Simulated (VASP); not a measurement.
Band structure of GaP (zinc blende). Calculation: SCAN meta-GGA, VASP's PBE PAW potentials (set 64) (plane waves; VASP).

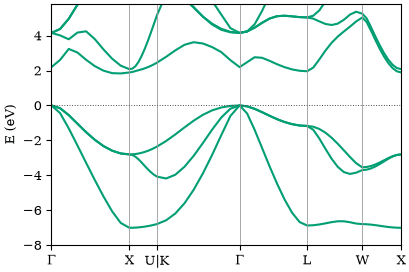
Bands along high-symmetry lines, zero at the valence-band maximum or, without a gap, the Fermi level

Question: Read the plot: is there a gap, and where are the band edges?

Answer: The gap is indirect, 1.83 eV, from the valence maximum at Γ to the conduction minimum at (0.44, 0.44, 0.00).

Measured: gap 2.43 eV (computed value off by -0.60 eV), as given by Wei Chen et al., Physical Review Materials (2018), doi:10.1103/physrevmaterials.2.073803 [zero-point renormalisation of 0.08 eV added back (the table's ZPR column)].

The compound is GaP in the zinc blende structure. The cell was not relaxed at this level.
